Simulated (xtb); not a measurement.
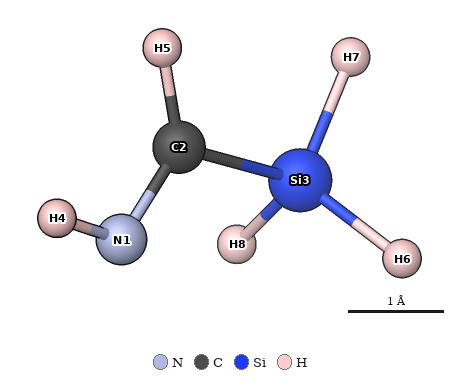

Fig. 1: The structure as given in the input (ball-and-stick view, seen at a tilt; atoms are numbered from 1 in the order of the input). Bond lengths as drawn: C–H 1.10 Å, C–N 1.26 Å, C–Si 1.90 Å, H–N 1.02 Å and H–Si 1.46 to 1.47 Å.

**Geometry relaxation, with input and output: CH$_{5}$NSi (part 1 of 2)**

The run: geometry relaxation of CH$_{5}$NSi. Method and program: GFN2-xTB (xtb 6.7.1 later snapshot).

The geometry comes from this level: GFN2-xTB.

## The program's output
```
* xtb version 6.7.1
   ID    Z sym.   atoms
    1    7 N      1
    2    6 C      2
    3   14 Si     3
    4    1 H      4-8

           -------------------------------------------------
          |                Calculation Setup                |
           -------------------------------------------------

          program call               : xtb mol.xyz --ohess tight --uhf 0 -P 1
          coordinate file            : mol.xyz
          omp threads                :                     1

           -------------------------------------------------
          |                 G F N 2 - x T B                 |
           -------------------------------------------------

      * Hamiltonian:
        H0-scaling (s, p, d)           1.850000    2.230000    2.230000
        zeta-weighting                 0.500000
      * Dispersion:
        s8                             2.700000
        a1                             0.520000
        a2                             5.000000
        s9                             5.000000
      * Repulsion:
        kExp                           1.500000    1.000000
        rExp                           1.000000
      * Coulomb:
        alpha                          2.000000
        third order                    shell-resolved
        anisotropic                    true
        a3                             3.000000
        a5                             4.000000
        cn-shift                       1.200000
        cn-exp                         4.000000
        max-rad                        5.000000

          ...................................................
          :                      SETUP                      :
          :.................................................:
          :  # basis functions                  23          :
          :  # atomic orbitals                  22          :
          :  # shells                           12          :
          :  # electrons                        18          :
          :  max. iterations                   250          :
          :  Hamiltonian                  GFN2-xTB          :
          :  restarted?                      false          :
          :  GBSA solvation                  false          :
          :  PC potential                    false          :
          :  electronic temp.          300.0000000     K    :
          :  accuracy                    1.0000000          :
          :  -> integral cutoff          0.2500000E+02      :
          :  -> integral neglect         0.1000000E-07      :
          :  -> SCF convergence          0.1000000E-05 Eh   :
          :  -> wf. convergence          0.1000000E-03 e    :
          :  Broyden damping             0.4000000          :
          :  net charge                          0          :
          :  unpaired electrons                  0          :
          ...................................................

 iter      E             dE          RMSdq      gap      omega  full diag
   1     -9.3353852 -0.933539E+01  0.560E+00    3.33       0.0  T
   2     -9.3913201 -0.559348E-01  0.286E+00    3.10       1.0  T
   3     -9.3926435 -0.132344E-02  0.232E+00    2.80       1.0  T
   4     -9.4015609 -0.891741E-02  0.128E+00    2.87       1.0  T
   5     -9.4010171  0.543779E-03  0.539E-01    2.78       1.0  T
   6     -9.4017119 -0.694814E-03  0.227E-01    2.83       1.0  T
   7     -9.4017375 -0.255323E-04  0.645E-02    2.82       1.0  T
   8     -9.4017392 -0.175414E-05  0.218E-02    2.83       1.6  T
   9     -9.4017401 -0.854016E-06  0.249E-03    2.83      14.2  T
  10     -9.4017401 -0.826392E-08  0.974E-04    2.83      36.3  T
  11     -9.4017401 -0.349742E-08  0.202E-04    2.83     175.4  T

   *** convergence criteria satisfied after 11 iterations ***

         #    Occupation            Energy/Eh            Energy/eV
      -------------------------------------------------------------
         1        2.0000           -0.7274881             -19.7960
       ...           ...                  ...                  ...
         3        2.0000           -0.5425692             -14.7641
         4        2.0000           -0.5218947             -14.2015
         5        2.0000           -0.4667181             -12.7000
         6        2.0000           -0.4341456             -11.8137
         7        2.0000           -0.4310313             -11.7290
         8        2.0000           -0.4290288             -11.6745
         9        2.0000           -0.3651867              -9.9372 (HOMO)
        10                         -0.2613185              -7.1108 (LUMO)
        11                         -0.1858871              -5.0582
        12                         -0.1806095              -4.9146
        13                         -0.1646265              -4.4797
        14                         -0.0855245              -2.3272
       ...                                ...                  ...
        22                          0.6738585              18.3366
      -------------------------------------------------------------
                  HL-Gap            0.1038682 Eh            2.8264 eV
             Fermi-level           -0.3132526 Eh           -8.5240 eV

 SCC (total)                   0 d,  0 h,  0 min,  0.003 sec
 SCC setup                      ...        0 min,  0.000 sec (  1.735%)
 Dispersion                     ...        0 min,  0.000 sec (  0.836%)
 classical contributions        ...        0 min,  0.000 sec (  0.212%)
 integral evaluation            ...        0 min,  0.000 sec ( 14.570%)
 iterations                     ...        0 min,  0.002 sec ( 57.084%)
 molecular gradient             ...        0 min,  0.001 sec ( 22.091%)
 printout                       ...        0 min,  0.000 sec (  3.089%)

         :::::::::::::::::::::::::::::::::::::::::::::::::::::
         ::                     SUMMARY                     ::
         :::::::::::::::::::::::::::::::::::::::::::::::::::::
         :: total energy              -9.283219872020 Eh    ::
         :: gradient norm              0.000435930857 Eh/a0 ::
         :: HOMO-LUMO gap              2.826397806560 eV    ::
         ::.................................................::
         :: SCC energy                -9.401739044380 Eh    ::
         :: -> isotropic ES            0.020479359051 Eh    ::
         :: -> anisotropic ES          0.002551958285 Eh    ::
         :: -> anisotropic XC          0.013066993921 Eh    ::
         :: -> dispersion             -0.003655345671 Eh    ::
         :: repulsion energy           0.118519172361 Eh    ::
         :: add. restraining           0.000000000000 Eh    ::
         :: total charge              -0.000000000000 e     ::
         :::::::::::::::::::::::::::::::::::::::::::::::::::::

      -----------------------------------------------------------
     |                   =====================                   |
     |                        A N C O P T                        |
     |                   =====================                   |
     |               Approximate Normal Coordinate               |
     |                Rational Function Optimizer                |
      -----------------------------------------------------------

          ...................................................
          :                      SETUP                      :
          :.................................................:
          :   optimization level             tight          :
          :   max. optcycles                   200          :
          :   ANC micro-cycles                  20          :
          :   degrees of freedom                18          :
          :.................................................:
          :   RF solver                   davidson          :
          :   write xtbopt.log                true          :
          :   linear?                        false          :
          :   energy convergence         0.1000000E-05 Eh   :
          :   grad. convergence          0.8000000E-03 Eh/α :
          :   maximum RF displ.          1.0000000          :
          :   Hlow (freq-cutoff)         0.1000000E-01      :
          :   Hmax (freq-cutoff)         5.0000000          :
          :   S6 in model hess.         20.0000000          :
          ...................................................

generating ANC from exact Hessian ...
Using Lindh-Hessian (1995)
 Shifting diagonal of input Hessian by    5.6799170493462194E-003
 Lowest  eigenvalues of input Hessian
    0.000000    0.000000    0.000000    0.000000    0.000000    0.000000
    0.010000    0.013041    0.015350    0.024086    0.025658    0.029754
    0.035257    0.058697    0.086109    0.103657    0.178896    0.378115
 Highest eigenvalues
    0.526892    0.609161    0.613481    0.932689    1.233646    1.967886

........................................................................
.............................. CYCLE    1 ..............................
........................................................................

 iter      E             dE          RMSdq      gap      omega  full diag
   1     -9.4017401 -0.940174E+01  0.408E-05    2.83       0.0  T
   2     -9.4017401 -0.154721E-11  0.191E-05    2.83    1851.7  T
   3     -9.4017401 -0.671463E-12  0.135E-05    2.83    2610.5  T
     SCC iter.                  ...        0 min,  0.001 sec
     gradient                   ...        0 min,  0.001 sec
 * total energy  :    -9.2832199 Eh     change       -0.6386891E-10 Eh
   gradient norm :     0.0004363 Eh/α   predicted     0.0000000E+00 (-100.00%)
   displ. norm   :     0.0106374 α      lambda       -0.1482047E-05
   maximum displ.:     0.0074386 α      in ANC's #7, #2, #1, ...

   *** GEOMETRY OPTIMIZATION CONVERGED AFTER 1 ITERATIONS ***

------------------------------------------------------------------------
 total energy gain   :        -0.0000000 Eh       -0.0000 kcal/mol
 total RMSD          :         0.0000000 a0        0.0000 Å
 total power (kW/mol):        -0.0000002 (step)   -0.0001 (real)
------------------------------------------------------------------------

 ANCopt (total)                0 d,  0 h,  0 min,  0.002 sec
 optimizer setup                ...        0 min,  0.000 sec (  2.599%)
 model hessian                  ...        0 min,  0.000 sec (  9.866%)
 ANC generation                 ...        0 min,  0.000 sec (  3.490%)
 coordinate transformation      ...        0 min,  0.000 sec (  0.344%)
 single point calculation       ...        0 min,  0.002 sec ( 72.736%)
 optimization log               ...        0 min,  0.000 sec (  3.148%)
 hessian update                 ...        0 min,  0.000 sec (  0.040%)
 rational function              ...        0 min,  0.000 sec (  5.376%)

================
 final structure:
================
8
 xtb: 6.7.1
N           -1.51563000000000        0.21160000000000       -0.69200000000000
C           -0.27371000000000        0.39152000000000       -0.63103000000000
Si           0.69326000000000       -0.42608000000000        0.78719000000000
H           -2.00369000000000        0.66445000000000       -1.46670000000000
H            0.27776000000000        1.00182000000000       -1.36559000000000
H            0.20293000000000        0.10242000000000        2.05738000000000
H            2.10466000000000       -0.07226000000000        0.60158000000000
H            0.51442000000000       -1.87349000000000        0.70918000000000

 Bond Distances (Angstroems)
 ---------------------------
N1-C2=1.2564         N1-H4=1.0215         C2-N1=1.2564         C2-Si3=1.9013        C2-H5=1.1028         Si3-C2=1.9013
Si3-H6=1.4605        Si3-H7=1.4669        Si3-H8=1.4605        H4-N1=1.0215         H5-C2=1.1028         H6-Si3=1.4605
H7-Si3=1.4669        H8-Si3=1.4605
 C  H  Rav=1.1028 sigma=0.0000  Rmin=1.1028  Rmax=1.1028     1
 N  H  Rav=1.0215 sigma=0.0000  Rmin=1.0215  Rmax=1.0215     1
 N  C  Rav=1.2564 sigma=0.0000  Rmin=1.2564  Rmax=1.2564     1
 Si H  Rav=1.4626 sigma=0.0030  Rmin=1.4605  Rmax=1.4669     3
 Si C  Rav=1.9013 sigma=0.0000  Rmin=1.9013  Rmax=1.9013     1

 selected bond angles (degree)
 --------------------
H4-N1-C2=116.46                Si3-C2-N1=118.51               H5-C2-N1=122.77                H5-C2-Si3=118.72
H6-Si3-C2=108.81               H7-Si3-C2=106.93               H7-Si3-H6=110.23               H8-Si3-C2=108.91
H8-Si3-H6=111.34               H8-Si3-H7=110.49

 selected dihedral angles (degree)
 ---------------------------------
Si3-C2-N1-H4=180.05           H5-C2-N1-H4=359.96            H6-Si3-C2-N1=298.10           H6-Si3-C2-H5=118.18
H7-Si3-C2-N1=179.05           H7-Si3-C2-H5=359.13           H8-Si3-C2-N1= 59.63           H8-Si3-C2-H5=239.72
           -------------------------------------------------
          |                Final Singlepoint                |
           -------------------------------------------------

          ...................................................
          :                      SETUP                      :
          :.................................................:
          :  # basis functions                  23          :
          :  # atomic orbitals                  22          :
          :  # shells                           12          :
          :  # electrons                        18          :
          :  max. iterations                   250          :
          :  Hamiltonian                  GFN2-xTB          :
          :  restarted?                      false          :
          :  GBSA solvation                  false          :
          :  PC potential                    false          :
          :  electronic temp.          300.0000000     K    :
          :  accuracy                    1.0000000          :
          :  -> integral cutoff          0.2500000E+02      :
          :  -> integral neglect         0.1000000E-07      :
          :  -> SCF convergence          0.1000000E-05 Eh   :
          :  -> wf. convergence          0.1000000E-03 e    :
          :  Broyden damping             0.4000000          :
          :  net charge                          0          :
          :  unpaired electrons                  0          :
          ...................................................

 iter      E             dE          RMSdq      gap      omega  full diag
   1     -9.4017401 -0.940174E+01  0.322E-06    2.83       0.0  T
   2     -9.4017401 -0.177636E-13  0.192E-06    2.83   18412.7  T
   3     -9.4017401  0.888178E-14  0.116E-06    2.83   30522.2  T

   *** convergence criteria satisfied after 3 iterations ***
```
